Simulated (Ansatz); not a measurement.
## CH6Si (methylsilane): where methods fail along a bond

CH6Si has 8 atoms, charge 0, and is taken as a singlet. SMILES: `C[SiH3]`. The coordinates come from a PBE0-D4/def2-TZVP relaxation.

```xyz
8

C    -0.1815    0.2397   -0.9403
Si    0.1624   -0.2145    0.8415
H    -1.2405    0.1125   -1.1756
H     0.3955   -0.3914   -1.6198
H     0.0866    1.2807   -1.1339
H    -0.6250    0.6462    1.7654
H     1.6056   -0.0400    1.1599
H    -0.2031   -1.6332    1.1028
```

The C1–H5 distance is scanned; the parts on either side stay rigid. Basis STO-3G, 6 core orbitals frozen in the correlated methods; program Ansatz 0.2.0. FCI is exact within this basis and core. Energies in eV from each method's value at 1.092 Å; methods without a U are spin-restricted. The shape above is that at 1.092 Å.

| distance (Å) | PBE0 | BHLYP | CAM-B3LYP | B2PLYP | CCSD(T) | BCCD(T) | FCI |
| --- | --- | --- | --- | --- | --- | --- | --- |
| 1.092 | 0.00 | 0.00 | 0.00 | 0.00 | 0.00 | 0.00 | 0.00 |
| 1.365 | 1.01 | 1.09 | 1.01 | 0.98 | 0.86 | 0.86 | 0.85 |
| 1.638 | 2.81 | 3.02 | 2.82 | 2.76 | 2.45 | 2.45 | 2.45 |
| 2.184 | 6.10 | 6.58 | 6.21 | 5.88 | 4.78 | 4.78 | 4.77 |
| 2.731 | 8.12 | 8.85 | 8.41 | 7.42 | 5.44 | 5.47 | 5.48 |

Departure from the FCI curve at its largest: PBE0 +2.64 eV at 2.73 Å; BHLYP +3.36 eV at 2.73 Å; CAM-B3LYP +2.92 eV at 2.73 Å; B2PLYP +1.94 eV at 2.73 Å; CCSD(T) -0.04 eV at 2.73 Å; BCCD(T) -0.02 eV at 2.73 Å. Restricted functionals keep the electrons paired too, and rise too high.

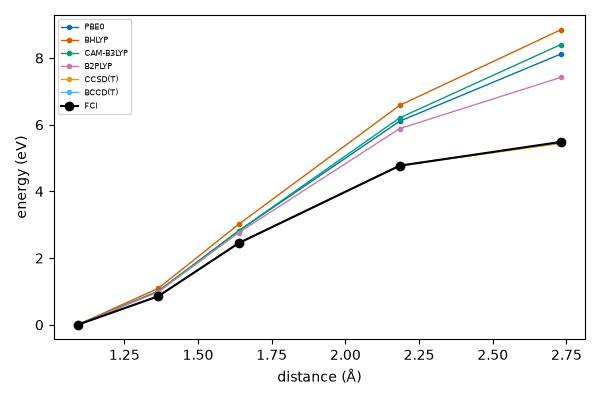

The curves of the table.
